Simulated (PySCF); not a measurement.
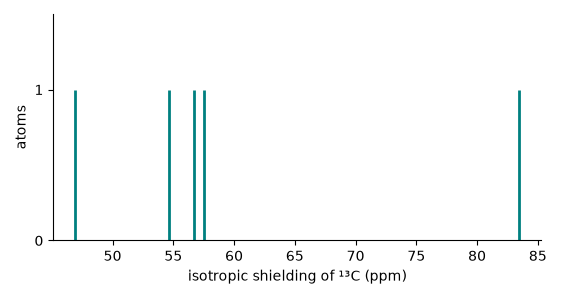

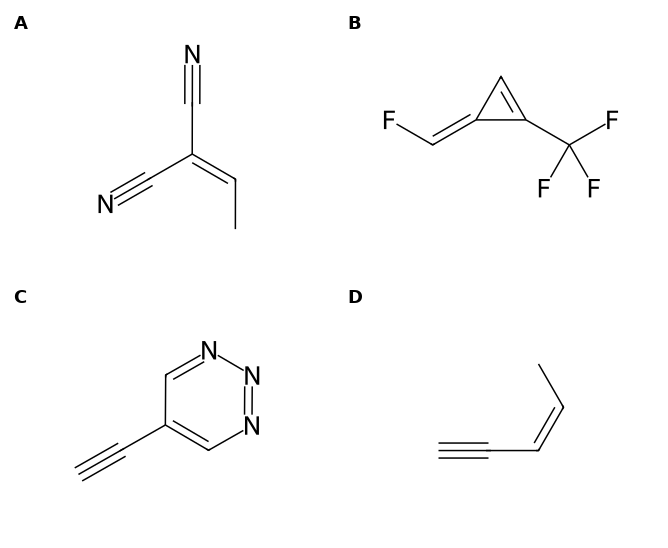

The sticks are computed shieldings of one of the molecules, for one fixed geometry (GFN2-xTB) without averaging over rotations. Low shielding means a high chemical shift. Method: GIAO PBE0/pcSseg-1 NMR shielding, non-relativistic, gas phase (PySCF 2.14.0).

Question: Which molecule gives this pattern?

Answer: B, `F/C=C1C=C\1C(F)(F)F`. Its 5 C atoms give lines at 46.9, 54.6, 56.7, 57.5, 83.5 ppm.
